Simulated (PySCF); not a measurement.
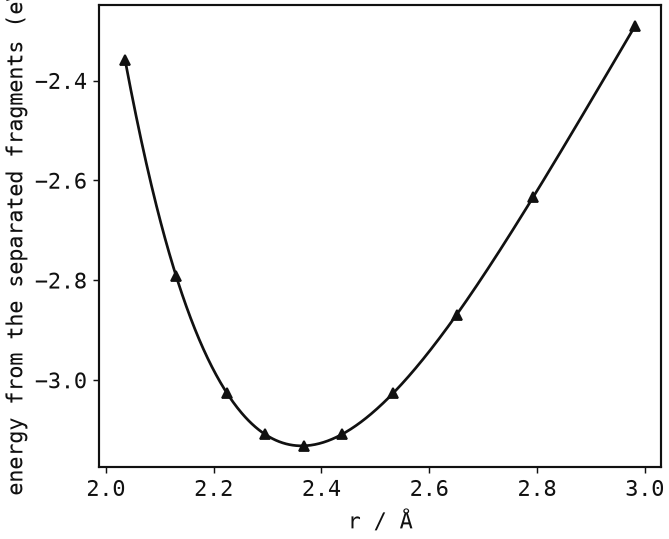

Bond curve of MgBr, doublet (excess alpha electrons: σ +1). r2SCAN/x2c-TZVPPall (sfX2C-1e) in PySCF, UKS. One reference determinant with the occupation held, the lowest that a PBE0 search over spins and occupations found; no spin-orbit coupling. Zero is the separated fragments in their ground configurations, without counterpoise. 2 further points of the run are not drawn.

What constants does a Dunham fit to the curve give (main isotopes)?

Answer. re = 2.364 Å, ωe = 367 cm⁻¹, ωexe = 1.4 cm⁻¹, De = 3.13 eV, Be = 0.164 cm⁻¹.

How stiff is the bond?

Answer. The force constant is 1.46 mdyn/Å, which gives ωe = 367 cm⁻¹.

Note: lowest determinant of a PBE0 search, another state may lie lower; spin-orbit coupling is left out; it can lower the fragment Br more than the molecule, and De with it.
